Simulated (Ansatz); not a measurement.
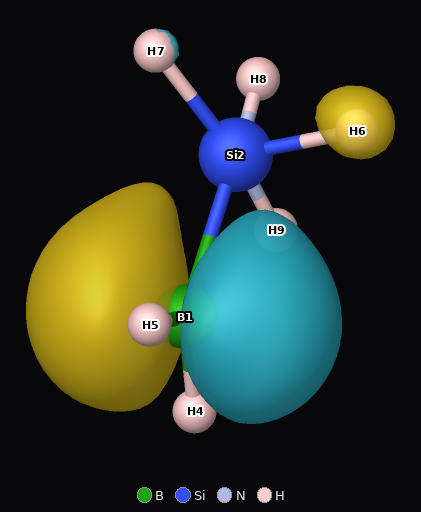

Figure. BH6NSi (SMILES B[SiH2]N). One frontier orbital at ±0.15 Å⁻³ᐟ² (yellow and cyan are the two phases), seen at an oblique angle.

All numbers below come from Ansatz 0.2.0, RKS r2SCAN-D4/def2-SVP.

The calculation's input:

```
crystal:
  periodic: [false, false, false]
  atoms:
    - { symbol: B, position_ang: [-1.054, 0.7211, -0.8978] }
    - { symbol: Si, position_ang: [0.5245, 0.1621, -0.0488] }
    - { symbol: "N", position_ang: [0.1525, -1.2908, 0.9174] }
    - { symbol: H, position_ang: [-1.6978, -0.0376, -1.4456] }
    - { symbol: H, position_ang: [-1.098, 1.8354, -1.4127] }
    - { symbol: H, position_ang: [1.0445, 1.2477, 0.821] }
    - { symbol: H, position_ang: [1.5569, -0.157, -1.0701] }
    - { symbol: H, position_ang: [1.1216, -1.5461, 1.3843] }
    - { symbol: H, position_ang: [-0.4618, -0.9811, 1.7352] }
basis:
  gaussian: { orbitals: def2-SVP }
hamiltonian:
  xc: r2scan
  dispersion: d4
relax:
  f_tol: 0.015
  max_steps: 40
output:
  orbitals: {}
```

Command:

```sh
ansatz run input.yaml --threads 1 --pin off --max-ram 2048MiB --backend cpu --events-out ev --progress --plain --runs-dir out
```

The fields are those of the relaxed geometry.

Which orbital is it: HOMO or LUMO?

The LUMO, at −2.83 eV. Its weight (Hirshfeld) is mainly on B1 (about 65 %), H4 (about 5 %) and H5 (about 5 %).
